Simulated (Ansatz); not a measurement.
```xyz
5

N    -0.3496   -0.0041    1.5914
S    -0.0473   -0.0006    0.2155
F     1.0233   -0.9393   -0.4090
F    -1.1086   -0.3176   -0.8758
F     0.4822    1.2616   -0.5222
```

Geometry: PBE0-D4/def2-TZVP.

Theory: RKS PBE0-D4/def2-TZVPP (Ansatz).

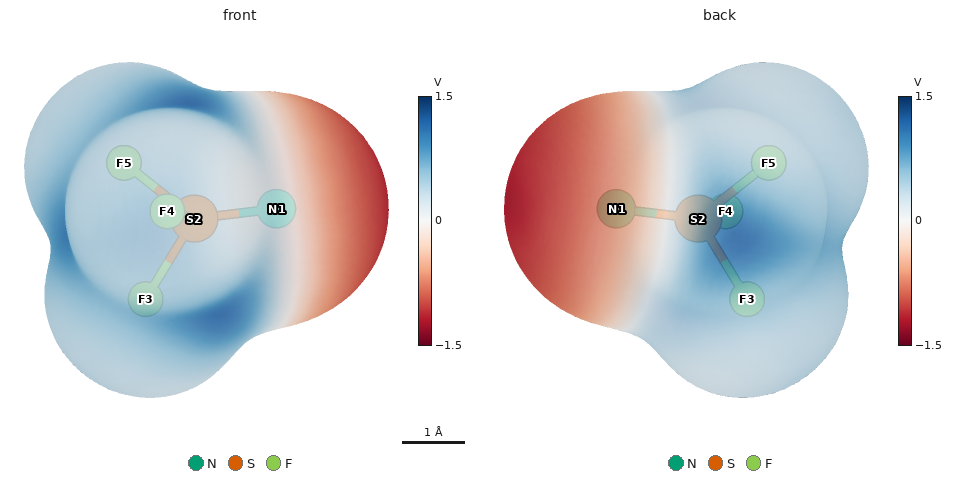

F3NS (SMILES N#S(F)(F)F). The electrostatic potential painted on the density surface at 0.001 e/bohr³, seen from the front and from behind; the colour scale runs from red (negative) to blue (positive).

> Which sites attract a positive test charge, and which a negative one?

A positive charge is drawn to the negative regions and a negative charge to the positive ones. The most negative region (about −1.2 V, or −28 kcal/mol for a unit charge) lies over N1, the most positive (about +1.2 V, or +28 kcal/mol for a unit charge) over S2. N1 is the likeliest acceptor of a hydrogen bond.
